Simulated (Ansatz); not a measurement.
Crystal: Tl, coordinates from a relaxation with DFT, RPBE, plane waves (420 eV) with PAW, scalar-relativistic (Ansatz 0.2.0); the starting structure was generated, so it need not be a known form of this composition.

```yaml
crystal:
  lattice:
    - [3.64334, 0.00000, 0.00000]
    - [-1.82167, 3.15522, 0.00000]
    - [0.00000, 0.00000, 11.66926]
  atoms:
    - { symbol: Tl, position: [0.00000, 0.00000, 0.00000] }
    - { symbol: Tl, position: [0.00000, 0.00000, 0.50000] }
    - { symbol: Tl, position: [0.33333, 0.66667, 0.25000] }
    - { symbol: Tl, position: [0.66667, 0.33333, 0.75000] }
```

Q: What does its first Brillouin zone look like, and which path through it is standard?

A: It has a primitive hexagonal lattice (hP; extended symbol hP2). The zone is a hexagonal prism in its combinatorial type: 8 faces (6 with 4 edges, 2 with 6 edges), 18 edges, 12 vertices. Path: Γ–M–K–Γ–A–L–H–A | L–M | H–K.

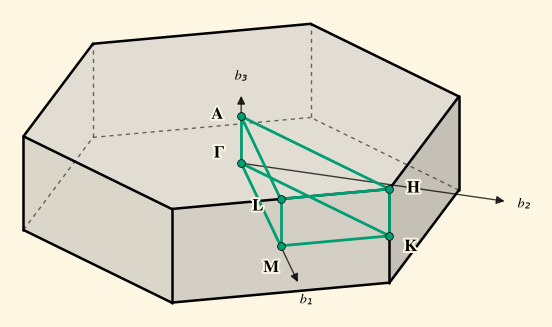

Labels and path follow the convention of Hinuma et al. (2017), as computed by seekpath; the arrows show the directions of the reciprocal primitive vectors b₁, b₂, b₃, in which coordinates are given; lengths include the factor 2π.

```csv
point,k₁,k₂,k₃,length of k (1/Å)
Γ,0,0,0,0.000
A,0,0,1/2,0.269
K,1/3,1/3,0,1.150
H,1/3,1/3,1/2,1.181
M,1/2,0,0,0.996
L,1/2,0,1/2,1.031
```
